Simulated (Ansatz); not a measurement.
**Profile along the Zr–Zr line in Zr (hcp, Mg type)**

Zr (hcp, Mg type), conventional cell a = b = 3.2459 Å, c = 5.1512 Å, α = β = 90.00°, γ = 120.00°. The calculation uses the primitive cell of 2 atoms, to which meshes and values per cell refer.

Fields along a shortest Zr–Zr line of a (0001) plane (3.25 Å), from Zr to Zr, interpolated on the slice's grid (step about 0.3 Å). Method: r2SCAN (plane waves to 500 eV, PAW, scalar-relativistic; Ansatz, a first-principles code). k mesh 16×16×9. Inside the PAW spheres the values are not all-electron values, and peaks at nuclei hang on which shells count as valence. The PAW data are Ansatz's earlier set. Zr is run without spin polarisation. Zr was relaxed with its symmetry unable to fall.

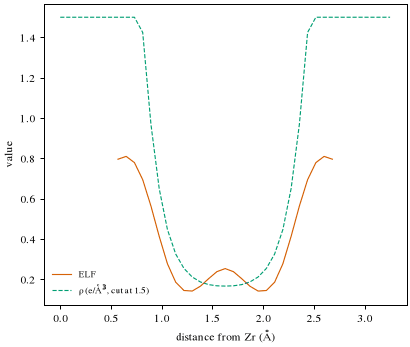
Figure: ELF (away from the nuclei) and valence density from Zr to Zr.

Density on the Zr–Zr line (3.25 Å) at its midpoint: 0.17 e/Å³. ELF at that point: 0.25.
